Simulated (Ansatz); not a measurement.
## CH5AlO: frequency calculation

CH5AlO, computed with RKS PBE0-D4/def2-TZVP (Ansatz 0.2.0).

The geometry comes from this level: PBE0-D4/def2-TZVP. Figures and captions count atoms from 1; the log counts them from 0 in places.

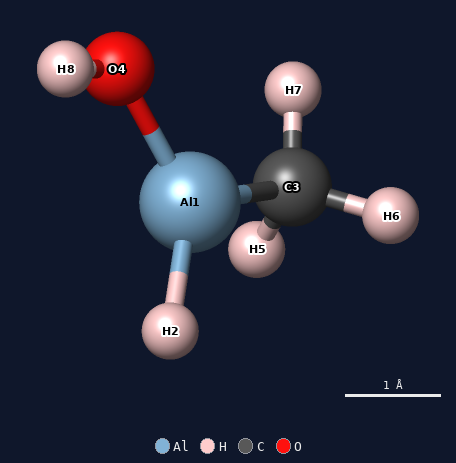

The structure as given in the input (ball-and-stick view, seen at a tilt; atoms are numbered from 1 in the order of the input). Sticks mark near contacts. Bond lengths as drawn: Al–C 1.94 Å, Al–H 1.59 Å, Al–O 1.70 Å, C–H 1.09 Å and H–O 0.96 Å.

**Input**
```yaml
crystal:
  periodic: [false, false, false]
  atoms:
    - {symbol: Al, position_ang: [-0.340448, 0.607644, 0.297406]}
    - {symbol: H, position_ang: [0.499713, 1.470448, 1.334344]}
    - {symbol: C, position_ang: [0.187382, 0.301025, -1.544467]}
    - {symbol: O, position_ang: [-1.796180, -0.094286, 0.827455]}
    - {symbol: H, position_ang: [1.161117, -0.196731, -1.597553]}
    - {symbol: H, position_ang: [0.293293, 1.246397, -2.086469]}
    - {symbol: H, position_ang: [-0.537699, -0.316390, -2.079370]}
    - {symbol: H, position_ang: [-2.120553, 0.010443, 1.720406]}
basis:
  gaussian: {orbitals: def2-TZVP}
hamiltonian: {xc: pbe0, dispersion: d4}
phonons: {temperatures: {t_min: 298.15, t_max: 900, t_step: 200}}
```

Launched with:
```bash
ansatz run in.yaml --threads 4 --pin off --events-out ev --progress --plain --max-ram 9574MiB
```

**What the program printed**
```
Functional definition: PBE0
  name "PBE0"
  cite "Adamo & Barone, J. Chem. Phys. 110, 6158 (1999) doi:10.1063/1.478522"
  cite "Perdew, Burke & Ernzerhof, Phys. Rev. Lett. 77, 3865 (1996) doi:10.1103/PhysRevLett.77.3865"
  parent pbe
  parameter a = 0.25
  parameter kappa = 0.804
  parameter beta = 0.06672455060314922
  exchange = (1 - a)*pbe_x(kappa = kappa, mu = beta*pi^2/3) + a*exact_x
  correlation = pbe_c(beta = beta)
830 factors; their error is unknown
mean field evaluation 1: about -9748.2387 eV, gradient 7.5e1 eV
mean field evaluation 2: about -9730.0646 eV, gradient 1.2e2 eV
mean field evaluation 4: about -9758.7149 eV, gradient 6.6e0 eV
mean field evaluation 8: about -9758.8172 eV, gradient 2.1e-2 eV
mean field evaluation 16: about -9758.8300 eV, gradient 6.6e-5 eV
mean field -9758.82995224 eV, -358.6303859724 hartree, gradient 6.6e-5 eV, S^2 0.000000; 0 other end points of the search recorded, 0 dependent functions left out
the calculation of the forces begins
reference -9758.82998321 eV, -358.6303871103 hartree; 16, 16 occupied and 113, 113 virtual orbitals, 830 factors
these checks for a lower state are left out or cut short: stability, starts, cluster_reference, orbital_swaps, neighbouring_geometries, increment
830 factors; their error is unknown
mean field -9758.82986468 eV, -358.6303827547 hartree, gradient 1.5e-6 eV, S^2 0.000000; 0 other end points of the search recorded, 0 dependent functions left out
[... from here on the field's lines of each further geometry are left out, up to the last ...]
the calculation of the forces begins
reference -9758.82983201 eV, -358.6303815540 hartree; 16, 16 occupied and 113, 113 virtual orbitals, 830 factors
these checks for a lower state are left out or cut short: stability, starts, cluster_reference, orbital_swaps, neighbouring_geometries, increment
830 factors; their error is unknown
mean field -9758.82980785 eV, -358.6303806662 hartree, gradient 8.5e-7 eV, S^2 0.000000; 0 other end points of the search recorded, 0 dependent functions left out
the calculation of the forces begins
reference -9758.82983881 eV, -358.6303818037 hartree; 16, 16 occupied and 113, 113 virtual orbitals, 830 factors
Total energy: -9758.91514130 eV, -358.6335166123 hartree
Atom 0 at    -0.340448     0.607644     0.297406 Å, force    -0.002810    -0.000131    -0.000004 eV/Å
Atom 1 at     0.499713     1.470448     1.334344 Å, force     0.000306    -0.000686     0.000048 eV/Å
Atom 2 at     0.187382     0.301025    -1.544467 Å, force    -0.000249    -0.000329    -0.001237 eV/Å
Atom 3 at    -1.796180    -0.094286     0.827455 Å, force     0.003878     0.001278     0.003180 eV/Å
Atom 4 at     1.161117    -0.196731    -1.597553 Å, force    -0.000243     0.000343     0.000150 eV/Å
Atom 5 at     0.293293     1.246397    -2.086469 Å, force     0.000136    -0.000430     0.000113 eV/Å
Atom 6 at    -0.537699    -0.316390    -2.079370 Å, force     0.000491     0.000399     0.000371 eV/Å
Atom 7 at    -2.120553     0.010443     1.720406 Å, force    -0.001510    -0.000446    -0.002622 eV/Å
Dipole moment:     0.055773     0.066277     0.098613 e Å
Vibrations: 48.43 199.45 358.97 462.73 543.70 620.88 677.04 699.12 737.30 872.71 1220.47 1440.14 1442.10 1910.66 3038.81 3110.57 3136.65 3957.73 cm⁻¹, zero-point energy 1.517408 eV
```

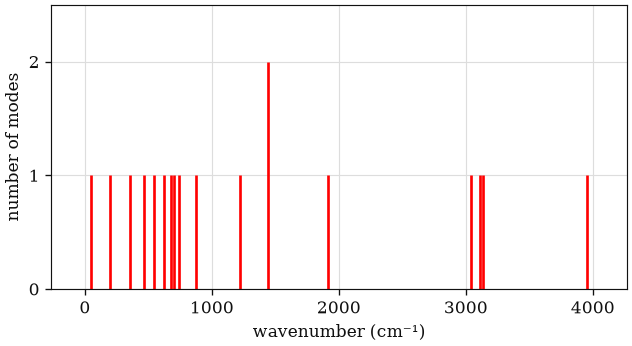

Harmonic vibrational wavenumbers from the force constants; neighbouring modes closer than 18 cm⁻¹ are counted in one stick. 18 modes from 48 to 3958 cm⁻¹, none imaginary.

**Summary**

| quantity | value |
| --- | --- |
| outcome | converged |
| total energy | −9758.9151 eV |
| mean-field energy | −9758.8300 eV |
| dispersion energy | −0.0852 eV |
| largest force (length of the vector) | 0.005 eV/Å |
| dipole moment | 0.63 D |
| hardware | 4 threads of Intel Xeon @ 2.50GHz, 180 GiB of memory available, shared host |
| wall time | 65 s (CPU time 3.6 min) |
| peak memory | 0.49 GiB |
